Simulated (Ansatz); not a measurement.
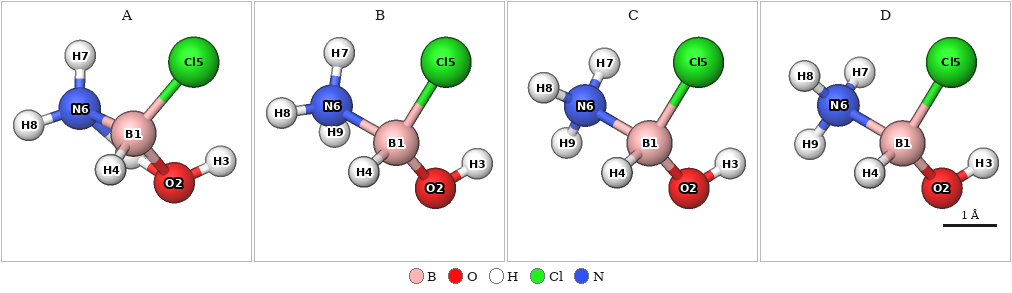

4 geometries from a converged minimum-energy path of BNH$_{5}$OCl, shuffled. The picture is a ball-and-stick view, seen from a free direction.

Computed with RKS PBE-D4/6-31G* (Ansatz). Run with 9 movable images; climbing image; force threshold 0.03 eV/Å; iteration limit 60; starting path through a guess of the saddle point.

### One of them is the converged climbing image. Which?

A. In order along the path, whose images run from 0 to 10: D (image 0, 0.0 kJ/mol), C (image 1, +1.1 kJ/mol), B (image 3, +5.6 kJ/mol), A (image 6, +99.3 kJ/mol). Breaking: B1–O2 (1.41 → 1.62 at the top → 2.82 Å), N6–H9 (1.03 → 1.43 at the top → 2.47 Å). Forming: O2–H9 (2.70 → 1.17 at the top → 0.98 Å).

Cost: 110 s on 1 thread of Intel(R) Xeon(R) 6975P-C (Granite Rapids), with other jobs on the host, peak memory 0.13 GiB.
